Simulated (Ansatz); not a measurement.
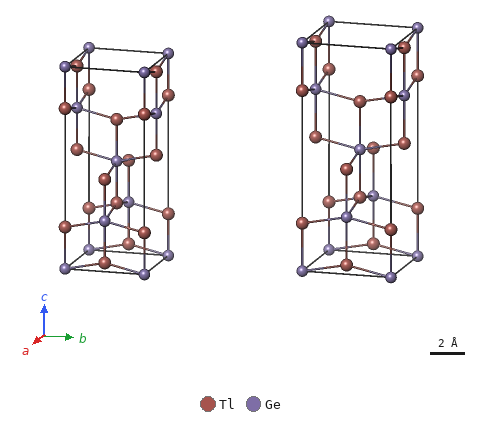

Two geometries of solid Tl2Ge (built on the anatase_141 type) (coarse preliminary run), drawn at one scale. One is the start of a relaxation, the other its converged end. The picture is a ball-and-stick view of the conventional cell (2 times the calculation's cell), seen slightly off an axis. Lengths and directions refer to the drawn axes.

Method: DFT PBE, scalar-relativistic, plane waves, PAW (Ansatz 0.2.0). Settings: plane-wave cutoff 420 eV; k-point mesh 6 × 6 × 6; occupations gaussian; smearing width 0.1 eV; no spin polarisation; cell and atoms relaxed; force threshold 0.04 eV/Å; at most 70 steps.

Q: Which of the two is the end point?

A: The right one is the relaxed one. Case: anatase type (I4_1/amd, No. 141). The largest moves relative to the cell, 0.043 Å, are those of Tl atoms. Ge stays in place. The drawn cell changes as follows: a = b 5.016 → 5.610 Å (+11.8 %), c 12.609 → 14.250 Å (+13.0 %); the volume changes by +41.3 %. Among the contacts that change: Ge–Tl 2.605 → 2.987 Å, Ge–Tl 2.567 → 2.863 Å. The space group stays I4_1/amd (No. 141). Over 5 accepted moves (7 points after the start) the energy falls by 485 meV per atom. The largest force component goes from 1.4 to 0.0071 eV/Å. Pressure: 19.30 GPa at the start and 0.16 GPa at the end. The SCF was repeated twice at an unchanged geometry on a basis and grid sized afresh for the cell, which shifted the energy by 8.5 meV per atom at most. The run took 4 min on 1 thread of Arm Neoverse N1, on a shared host, peak memory 0.59 GiB.
